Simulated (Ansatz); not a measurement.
**HF/STO-3G run of CH3BClFO (SMILES OC(F)BCl)**

What is the vertical ionisation energy of CH3BClFO at HF/STO-3G? 

The results are computed with Ansatz 0.2.0.

136 further runs of the same task are left out: 136 set aside as unsound or not needed.

**1. The system as given**

CH3BClFO: 8 atoms, total charge 0, spin state singlet. SMILES: `OC(F)BCl`. Geometry: relaxed at PBE0-D4/def2-TZVP. This is one conformer, not always the lowest.

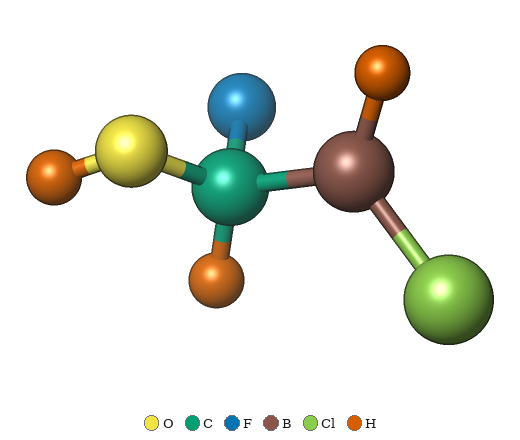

The structure, seen from a chosen angle (oxygen yellow, carbon teal, fluorine blue, boron brown, chlorine green, hydrogen orange).

**2. A single-point energy at HF/STO-3G**

File molecule.yaml:

```yaml
crystal:
  periodic: [false, false, false]
  atoms:
    - {symbol: O, position_ang: [-0.045500, 0.346900, 1.395700]}
    - {symbol: C, position_ang: [0.458900, 0.058800, 0.147300]}
    - {symbol: F, position_ang: [1.315100, -1.045400, 0.209200]}
    - {symbol: B, position_ang: [-0.767200, -0.356700, -0.774700]}
    - {symbol: Cl, position_ang: [-1.105700, 0.541100, -2.217200]}
    - {symbol: H, position_ang: [0.620500, 0.802400, 1.920200]}
    - {symbol: H, position_ang: [1.073200, 0.877500, -0.246600]}
    - {symbol: H, position_ang: [-1.457200, -1.281600, -0.489900]}
basis:
  gaussian:
    orbitals: STO-3G
hamiltonian:
  xc: hf
accuracy: high
output:
  orbitals: {seedname: orbitals}
```

Launch:

```bash
$ ansatz run molecule.yaml --threads 1 --pin off --max-ram 3480MiB --events-out events.jsonl --progress --plain --runs-dir runs
```

Standard output:

```text
Warning: RAYON_NUM_THREADS=1 ignored (pool sized by the plan → 1); use --threads N
Functional definition: HF
  name "HF"
  exchange = exact_x
  correlation = 0
645 factors; integrals over basis functions are off by at most 5.0e-8 eV
mean field evaluation 1: about -18771.3930 eV, gradient 3.2e1 eV
mean field evaluation 2: about -18771.6036 eV, gradient 3.2e1 eV
mean field evaluation 4: about -18775.6833 eV, gradient 2.0e0 eV
mean field evaluation 8: about -18775.7039 eV, gradient 6.0e-4 eV
mean field -18775.70385214 eV, -689.9943899369 hartree, gradient 2.8e-8 eV, S^2 0.000000; 0 other end points of the search recorded, 0 dependent functions left out
reference -18775.70385214 eV, -689.9943899369 hartree; 24, 24 occupied and 8, 8 virtual orbitals, 645 factors
Total energy: -18775.70385214 eV, -689.9943899369 hartree
```

Wall time 0.26 s (1 thread of Arm Neoverse V2, shared host).

**3. The doublet cation**

File in.yaml:

```yaml
crystal:
  periodic: [false, false, false]
  atoms:
    - {symbol: O, position_ang: [-0.045500, 0.346900, 1.395700]}
    - {symbol: C, position_ang: [0.458900, 0.058800, 0.147300]}
    - {symbol: F, position_ang: [1.315100, -1.045400, 0.209200]}
    - {symbol: B, position_ang: [-0.767200, -0.356700, -0.774700]}
    - {symbol: Cl, position_ang: [-1.105700, 0.541100, -2.217200]}
    - {symbol: H, position_ang: [0.620500, 0.802400, 1.920200]}
    - {symbol: H, position_ang: [1.073200, 0.877500, -0.246600]}
    - {symbol: H, position_ang: [-1.457200, -1.281600, -0.489900]}
basis:
  gaussian: {orbitals: STO-3G}
total_charge: 1
magnetization: {spin_polarized: true, initial_magnetization: 1}
hamiltonian: {xc: hf}
accuracy: high
output: {orbitals: {seedname: orbitals}}
```

Launch:

```bash
$ ansatz run in.yaml --threads 1 --pin off --max-ram 3480MiB --events-out events.jsonl --progress --plain --runs-dir runs
```

Standard output, cut to the lines that bear on the results:

```text
Warning: RAYON_NUM_THREADS=1 ignored (pool sized by the plan → 1); use --threads N
Functional definition: HF
  name "HF"
[...]
645 factors; integrals over basis functions are off by at most 5.0e-8 eV
[...]
mean field -18767.56967836 eV, -689.6954645642 hartree, gradient 1.9e-8 eV, S^2 0.765644; 6 other end points of the search recorded, 0 dependent functions left out
reference -18767.56967836 eV, -689.6954645642 hartree; 24, 23 occupied and 8, 9 virtual orbitals, 645 factors
Total energy: -18767.56967836 eV, -689.6954645642 hartree
```

Run time: 1.2 s. Hardware: 1 thread of Arm Neoverse V2, shared host.

**4. Summary of results**

At HF/STO-3G:

| quantity | value |
| --- | --- |
| singlet CH3BClFO: total energy | -689.99439 Eh |
| singlet CH3BClFO: HOMO energy | -10.06 eV |
| singlet CH3BClFO: LUMO energy | 5.30 eV |
| singlet CH3BClFO: HOMO–LUMO gap | 15.36 eV |
| doublet cation: total energy | -689.69546 Eh |
| doublet cation: HOMO energy (highest over α and β) | -15.65 eV |
| doublet cation: LUMO energy (lowest over α and β) | -5.57 eV |
| doublet cation: ⟨S²⟩ | 0.766 |
| vertical ionisation energy (to the doublet cation) | 8.134 eV |

What this shows: Removing an electron at fixed nuclei costs 8.13 eV (188 kcal/mol). −ε(HOMO) before ionisation, 10.06 eV, is 1.92 eV above this ionisation energy. In a minimal basis such a difference can be off by several eV, whatever the method.
